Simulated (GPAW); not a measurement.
# Fe K edge of the forms of FeNi

Can the Fe K edge tell the forms of FeNi apart?

Each spectrum comes from a core-hole supercell calculation (GPAW, LDA, excited-electron core hole (neutral cell), supercells with 6.1 to 6.7 Å between holes, Gaussian full width 1.25 eV up to 4 eV, rising linearly to 3.5 eV at 25 eV). Logs are left out.

### 1. The absorbers

| crystal | absorber's surroundings | own zero (eV) | rising edge (eV) | first and strongest maxima up to 30 eV above its own zero, eV (height) |
| --- | --- | --- | --- | --- |
| FeNi (Cmmm) | 4 Ni at 2.44 Å, 4 Fe at 2.45 Å, 4 Ni at 2.80 Å and 2 Fe at 2.87 Å (cube and octahedron, as in bcc, site symmetry mmm) | 7091.4 | 7098.7 | 3.5 eV (0.59), 12.5 eV (1.36) and 20.1 eV (1.73) |
| FeNi (Tetrataenite, P4/mmm) | 8 Ni at 2.53 Å and 4 Fe at 2.53 Å (cuboctahedral, site symmetry 4/mmm) | 7091.3 | 7098.4 | 1.8 eV (0.58), 4.0 eV (0.71), 15.2 eV (1.69) and 24.1 eV (1.70) |

Volume per atom: 11.24 Å³ (Cmmm) and 11.49 Å³ (P4/mmm).

The rising edge is the photon energy at which the scaled intensity last rises through 0.6 before the main maximum (total-energy differences, nothing else added); it carries a common error. In the free atom LDA prices this hole about 16 eV below PBE, which is itself good to a few eV.

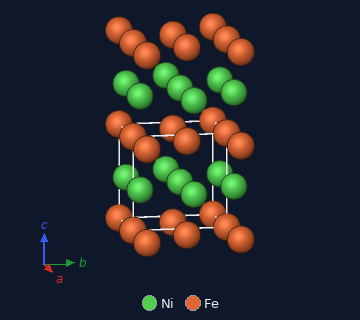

FeNi (Cmmm) (nickel green, iron orange). 2×1×2 conventional cells are drawn. Some periodic images of atoms are drawn too.

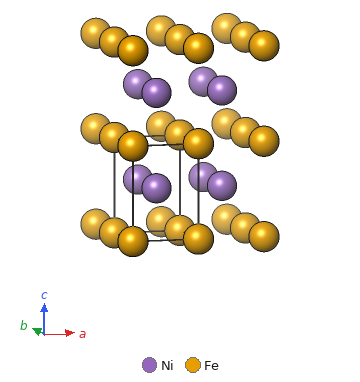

FeNi (Tetrataenite, P4/mmm) (nickel purple, iron orange). 2×2×2 cells are drawn. Some periodic images of atoms are drawn too.

### 2. The spectra

Energy from 7091.3 eV, the lowest zero; each curve has a mean of 1 over its first 20 eV:

```csv
E (eV),FeNi Cmmm,FeNi P4/mmm
-2.0,0.00,0.00
-0.5,0.08,0.06
1.0,0.44,0.48
2.5,0.55,0.55
4.0,0.59,0.71
5.5,0.44,0.48
7.0,0.55,0.59
8.5,0.86,0.81
10.0,1.13,0.87
11.5,1.30,1.05
13.0,1.34,1.45
14.5,1.21,1.67
16.0,1.33,1.67
17.5,1.55,1.48
19.0,1.66,1.28
20.5,1.71,1.17
22.0,1.43,1.35
23.5,1.09,1.67
25.0,0.99,1.62
26.5,1.05,1.41
28.0,1.21,1.35
29.5,1.30,1.34
31.0,1.30,1.24
```

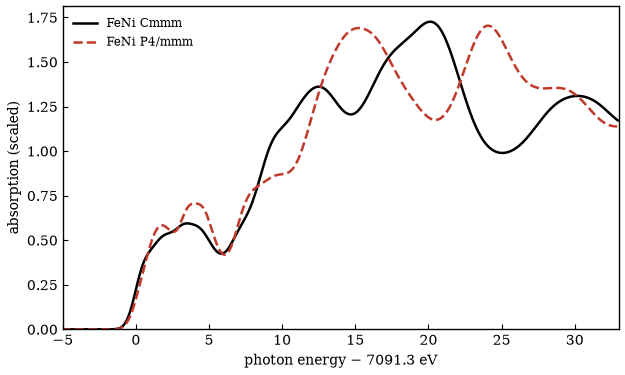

The Fe K edges.

### 3. Reading

After the best relative shift (up to 4 eV allowed) the shapes differ by 23 % r.m.s. (of the curve's own r.m.s. level). Between 0 and 30 eV on the axis shown, they part most near 24.4 eV, where FeNi (Tetrataenite, P4/mmm) is higher by 0.7. The rising edges coincide within 0.3 eV. The computed edges of the forms differ. How much of a difference is left by the finite cells wasn't tested for these crystals. A K edge sees empty p states. The weak features of the first eV are p character mixed into the empty d bands; the main 4p edge lies above them.

The hole lies in one spin channel, while the script sums the empty states of both and takes the lower zero; where the two channels are split, this blurs and shifts the curve. Quadrupole 1s→3d transitions, which feed the pre-edge, are not in the dipole spectrum. The spins start ferromagnetically in a simple order, which needn't be the measured one; gap and edge can depend on it. Lifetime broadening is put in by hand, and intensities beyond about 20 eV depend on it. Meshes are coarse enough for small ripples in FeNi (Cmmm) and FeNi (Tetrataenite, P4/mmm). Some cells keep the holes under 6.5 Å apart, so shapes are probably not fully converged. The structures are entries of the Crystallography Open Database and the Materials Project (computed), used as given.

[Logs are printed without paths, hosts, clocks, repeated set-up lines and the standing remarks that a program may print on its own settings, such as how far it seeks lower states.]

[Hosts, paths, dates, database ids (printed as entryN), source tags and the programs' standing remarks are cut or masked in the printed files.]
